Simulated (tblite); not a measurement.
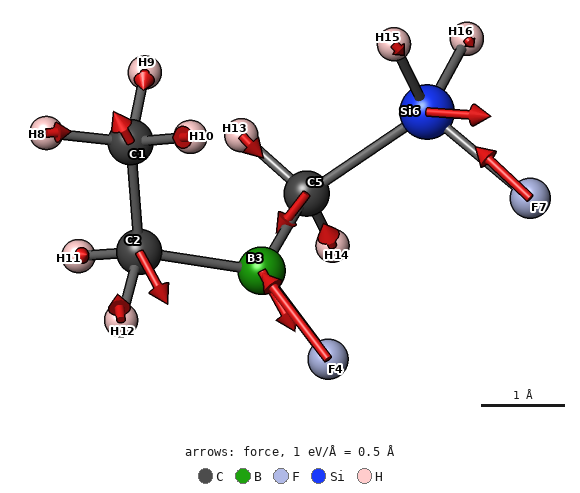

Starting geometry of C3H9BF2Si with the computed forces as red arrows. The picture is a ball-and-stick view, seen from a free direction.

The calculation used GFN2-xTB geometry optimisation, gas phase (tblite). 

### Is this structure relaxed? If not, where do the atoms go?

It isn't relaxed: the largest force vector, on F4, is 2.83 eV/Å. The final displacements have little in common with the starting forces (cosine between the two patterns 0.21). Over 139 geometry steps the energy falls by 0.497 eV. The largest move after the best rigid fit is that of F4, 1.32 Å. Largest moves by element: F 1.32 Å, H 1.13 Å, B 0.42 Å, C 0.39 Å, Si 0.22 Å. Near-neighbour distances that change, for instance: B3–F4 1.427 → 1.329 Å, Si6–F7 1.688 → 1.612 Å, C5–Si6 1.861 → 1.906 Å, C2–H12 1.123 → 1.095 Å. Among the angles between lasting bonds that change: F7–Si6–H15 109.6° → 103.4°, C2–B3–C5 120.0° → 126.0°, C1–C2–B3 111.1° → 116.8°. Groups turn about C2–B3 by about 70°, C5–Si6 by about 35°, B3–C5 by about 30°.
